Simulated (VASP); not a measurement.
Band structure of ZnF2 (rutile). Level of theory: optB86b-vdW, VASP's PBE PAW potentials (set 64) (plane waves; VASP 6.6.1).

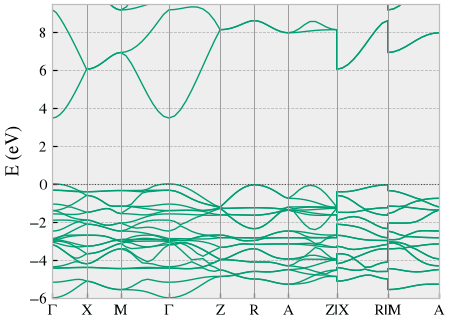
Figure: Bands along high-symmetry lines, zero at the valence-band maximum or, without a gap, the Fermi level

Question: Read the plot: is there a gap, and where are the band edges?

Answer: The gap is direct, 3.46 eV, from the valence maximum at Γ to the conduction minimum at Γ. (Edges off the drawn lines would not show.)

Measured: gap 7.50 eV (computed value off by -4.04 eV), as given by Dominik Kurzydłowski et al., Inorganic Chemistry (2020), arXiv:1912.01850 [midpoint of the printed range].

The compound is ZnF2 in the rutile structure. It was relaxed first.
